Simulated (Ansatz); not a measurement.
Geometry relaxation, with input and output: C₂H₈AlF (part 1 of 2)

C₂H₈AlF, computed with RKS PBE0/6-31G* (Ansatz 0.2.0).

The input holds or restrains some coordinates. Forces given for the steps count only the free coordinates. It belongs to a series of runs on one base structure; here: pulled along the bonds that form and break, towards end A. Figures and captions count atoms from 1; the log counts them from 0 in places.

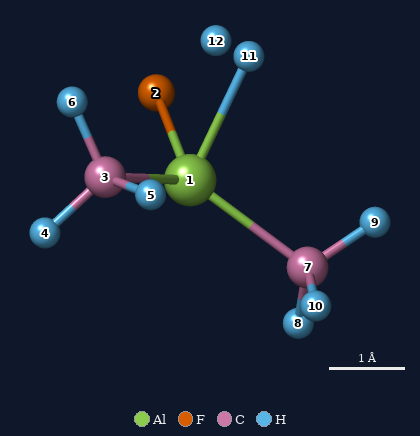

Fig. 1: The structure as given in the input (ball-and-stick view, seen at an oblique angle; atoms are numbered from 1 in the order of the input). Sticks mark near contacts.

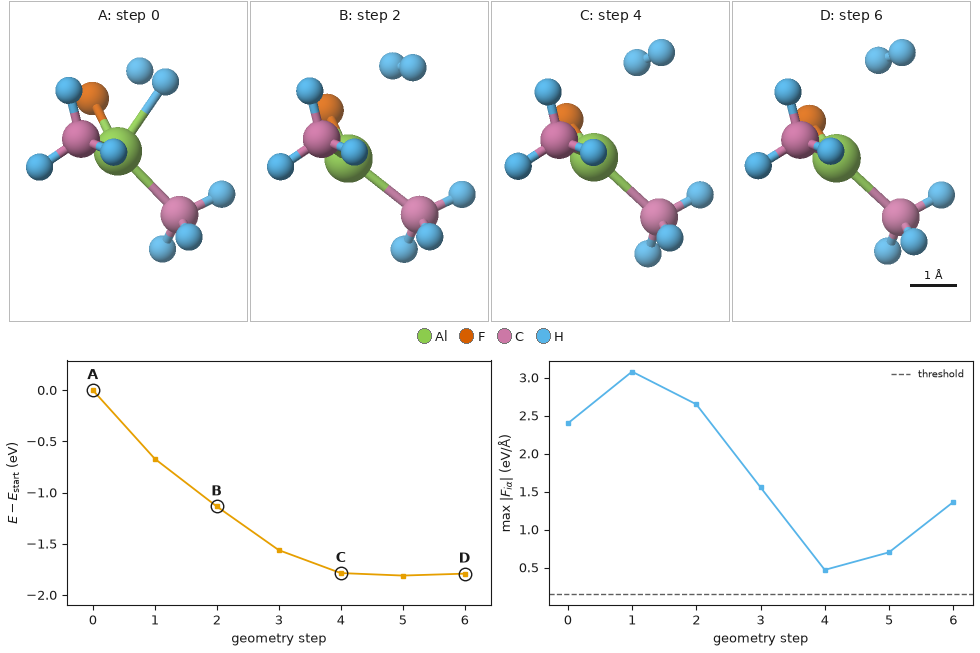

Fig. 2: Frames of the restrained relaxation (ball-and-stick view, seen at an oblique angle) above the curves, on which the letters mark them (the first geometry is step 0 here and step 1 in the log).

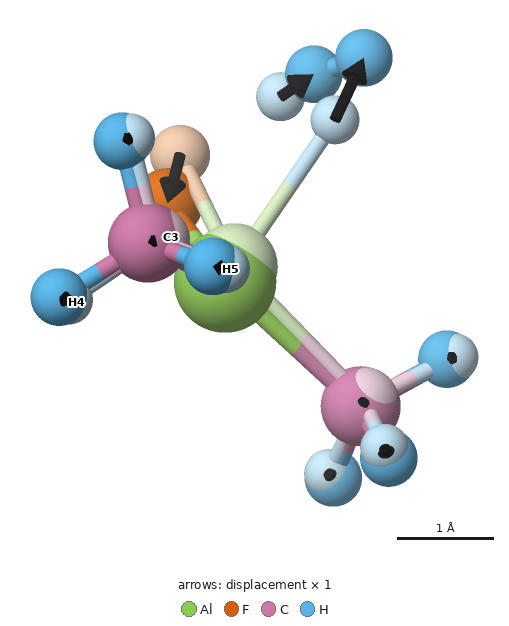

Fig. 3: Start (faint) and end (solid) with the displacements as black arrows, at true length (ball-and-stick view, seen at an oblique angle). The two geometries are laid on each other by the best rigid fit. The largest move after the best rigid fit is that of H11, 0.76 Å. Largest moves by element: H 0.76 Å, F 0.59 Å, Al 0.18 Å, C 0.09 Å. Distances before and after: Al1–H11 1.860 → 2.763 Å, Al1–F2 2.040 → 1.682 Å, H11–H12 1.047 → 0.709 Å, Al1–C3 1.970 → 1.953 Å. New bonds form: H11–H12 (1.05 → 0.71 Å). Among the angles that change: C3–Al1–C7 120.0° → 126.2°, F2–Al1–C7 120.0° → 116.4°, Al1–C7–H8 109.5° → 112.5°. Over 6 geometry steps the energy falls by 1.791 eV. The largest force component goes from 2.4 to 1.4 eV/Å. (Atoms are counted from 1 in the order of the input.)

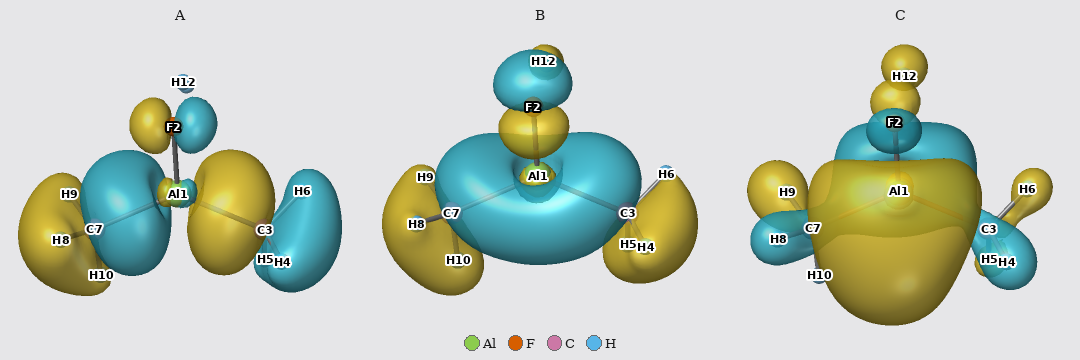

Fig. 4: Three frontier orbitals at ±0.08 Å⁻³ᐟ² (yellow and cyan are the two phases). B is the HOMO−1 (−9.42 eV). Its weight (Hirshfeld) is mainly on Al1 (25 %), C3 (25 %), C7 (20 %) and F2 (15 %). A is the HOMO (−7.73 eV). By Hirshfeld shares it lies mainly on C7 (30 %), C3 (30 %) and Al1 (20 %). C is the LUMO (−0.02 eV). It lies mainly on Al1 (65 %). The HOMO–LUMO gap is 7.71 eV between the orbital energies.

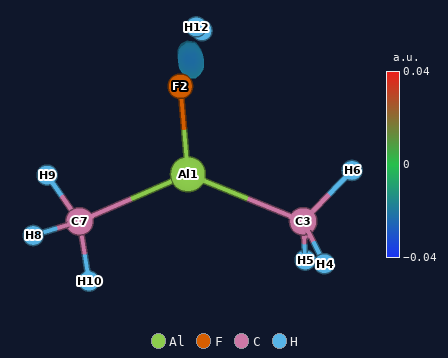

Fig. 5: Non-covalent interaction (NCI) plot: the surface where the reduced density gradient is 0.4, for densities under 0.05 a.u., coloured by sign(λ₂)ρ; seen face on.

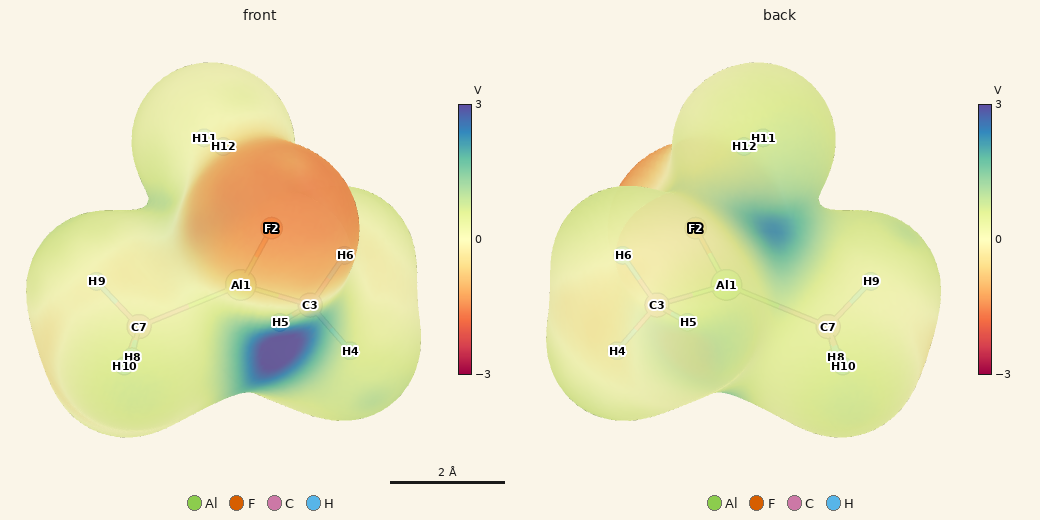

Fig. 6: The molecular electrostatic potential painted on the density surface at 0.002 e/bohr³, seen at a tilt and from behind; the colour scale runs from red (negative) to blue (positive). A positive charge is drawn to the negative regions and a negative charge to the positive ones.

These pictures come from the run below.

Input file
```yaml
crystal:
  periodic: [false, false, false]
  atoms:
    - { symbol: Al, position_ang: [0.0, 0.0, 0.0] }
    - { symbol: F, position_ang: [0.0, 0.0, 2.04] }
    - { symbol: C, position_ang: [1.706, 0.0, -0.985] }
    - { symbol: H, position_ang: [2.0356, -1.0462, -1.1552] }
    - { symbol: H, position_ang: [1.5695, 0.508, -1.9624] }
    - { symbol: H, position_ang: [2.4756, 0.5381, -0.3932] }
    - { symbol: C, position_ang: [-1.706, 0.0, -0.985] }
    - { symbol: H, position_ang: [-2.2662, -0.9305, -0.7558] }
    - { symbol: H, position_ang: [-2.3102, 0.8797, -0.6796] }
    - { symbol: H, position_ang: [-1.5043, 0.0508, -2.0753] }
    - { symbol: H, position_ang: [0.0834, 1.7631, 0.5865] }
    - { symbol: H, position_ang: [0.0624, 1.3199, 1.5347] }
basis:
  gaussian: { orbitals: "6-31G*" }
hamiltonian:
  xc: pbe0
relax:
  f_tol: 0.15
  max_steps: 25
  restrain:
    - { distance: [0, 10], at: 2.76, k: 30.0 }
    - { distance: [11, 1], at: 2.12, k: 30.0 }
    - { distance: [0, 1], at: 1.69, k: 30.0 }
    - { distance: [11, 10], at: 0.66, k: 30.0 }
output:
  orbitals: {}
```

Launch command:
```bash
ansatz run input.yaml --threads 1 --pin off --max-ram 2048MiB --backend cpu --events-out ev --progress --plain --runs-dir out
```

Output
```
The last accepted step is kept in [file] (removed where the run ends without a failure and the disk answers)
Engine: ansatz 0.2.0, aarch64-unknown-linux-gnu
Functional definition: PBE0
  parameter a = 0.25
  parameter kappa = 0.804
  parameter beta = 0.06672455060314922
  exchange = (1 - a)*pbe_x(kappa = kappa, mu = beta*pi^2/3) + a*exact_x
  correlation = pbe_c(beta = beta)
911 factors; integrals over basis functions are off by at most 5.2e-4 eV
mean field evaluation 1: about -11500.7578 eV, gradient 6.2e1 eV
mean field evaluation 2: about -11496.2275 eV, gradient 7.7e1 eV
mean field evaluation 4: about -11509.0669 eV, gradient 2.4e0 eV
mean field evaluation 8: about -11509.0881 eV, gradient 3.8e-2 eV
mean field -11509.08810809 eV, -422.9511868321 hartree, gradient 2.2e-5 eV, S^2 0.000000; 0 other end points of the search recorded, 0 dependent functions left out
the calculation of the forces begins
reference -11509.08814003 eV, -422.9511880060 hartree; 21, 21 occupied and 59, 59 virtual orbitals, 911 factors
relax step   1: F+E_penalty+E_count = -11509.08810809 eV  Δ(F+E_penalty+E_count) = +0.000e0 eV  max|allowed force component| = 2.397e0 eV/Å  E_restraint = 23.69547985 eV  max|allowed force component, restraints' pulls added| = 2.484e1 eV/Å  Δτ_max = 0.0000 Å  (24 SCF iters, accepted)
  distance Al 0 - H 10 = 1.8600 Å
  distance H 11 - F 1 = 1.4147 Å
  distance Al 0 - F 1 = 2.0400 Å
  distance H 11 - H 10 = 1.0469 Å
these checks for a lower state are left out or cut short: starts, cluster_reference, orbital_swaps, neighbouring_geometries, increment
911 factors; integrals over basis functions are off by at most 5.0e-4 eV
mean field evaluation 16: about -11509.2347 eV, gradient 9.7e0 eV
mean field -11509.75803462 eV, -422.9758061782 hartree, gradient 5.1e-5 eV, S^2 0.000000; 0 other end points of the search recorded, 0 dependent functions left out
the calculation of the forces begins
reference -11509.75806688 eV, -422.9758073638 hartree; 21, 21 occupied and 59, 59 virtual orbitals, 911 factors
relax step   2: F+E_penalty+E_count = -11509.75803462 eV  Δ(F+E_penalty+E_count) = -6.699e-1 eV  max|allowed force component| = 3.079e0 eV/Å  E_restraint = 9.88687848 eV  max|allowed force component, restraints' pulls added| = 1.731e1 eV/Å  Δτ_max = 0.1949 Å  (29 SCF iters, accepted)
  distance Al 0 - H 10 = 2.1756 Å
  distance H 11 - F 1 = 1.6587 Å
  distance Al 0 - F 1 = 1.9536 Å
  distance H 11 - H 10 = 0.8480 Å
these checks for a lower state are left out or cut short: starts, cluster_reference, orbital_swaps, neighbouring_geometries, increment
911 factors; integrals over basis functions are off by at most 7.9e-4 eV
mean field -11510.22348986 eV, -422.9929113426 hartree, gradient 1.1e-5 eV, S^2 0.000000; 0 other end points of the search recorded, 0 dependent functions left out
the calculation of the forces begins
reference -11510.22352156 eV, -422.9929125075 hartree; 21, 21 occupied and 59, 59 virtual orbitals, 911 factors
relax step   3: F+E_penalty+E_count = -11510.22348986 eV  Δ(F+E_penalty+E_count) = -4.655e-1 eV  max|allowed force component| = 2.649e0 eV/Å  E_restraint = 1.96014295 eV  max|allowed force component, restraints' pulls added| = 9.154e0 eV/Å  Δτ_max = 0.1946 Å  (28 SCF iters, accepted)
  distance Al 0 - H 10 = 2.4600 Å
  distance H 11 - F 1 = 1.9662 Å
  distance Al 0 - F 1 = 1.8130 Å
  distance H 11 - H 10 = 0.7037 Å
these checks for a lower state are left out or cut short: starts, cluster_reference, orbital_swaps, neighbouring_geometries, increment
911 factors; integrals over basis functions are off by at most 8.4e-4 eV
mean field evaluation 32: about -11510.6498 eV, gradient 3.0e-4 eV
mean field -11510.64980651 eV, -423.0085781905 hartree, gradient 2.0e-5 eV, S^2 0.000000; 0 other end points of the search recorded, 0 dependent functions left out
the calculation of the forces begins
reference -11510.64983770 eV, -423.0085793369 hartree; 21, 21 occupied and 59, 59 virtual orbitals, 911 factors
relax step   4: F+E_penalty+E_count = -11510.64980651 eV  Δ(F+E_penalty+E_count) = -4.263e-1 eV  max|allowed force component| = 1.556e0 eV/Å  E_restraint = 0.10753680 eV  max|allowed force component, restraints' pulls added| = 2.582e0 eV/Å  Δτ_max = 0.1943 Å  (26 SCF iters, accepted)
  distance Al 0 - H 10 = 2.6873 Å
  distance H 11 - F 1 = 2.1316 Å
  distance Al 0 - F 1 = 1.6886 Å
  distance H 11 - H 10 = 0.7019 Å
these checks for a lower state are left out or cut short: starts, cluster_reference, orbital_swaps, neighbouring_geometries, increment
911 factors; integrals over basis functions are off by at most 7.6e-4 eV
mean field -11510.87382413 eV, -423.0168106863 hartree, gradient 8.4e-5 eV, S^2 0.000000; 0 other end points of the search recorded, 0 dependent functions left out
the calculation of the forces begins
reference -11510.87385565 eV, -423.0168118448 hartree; 21, 21 occupied and 59, 59 virtual orbitals, 911 factors
```
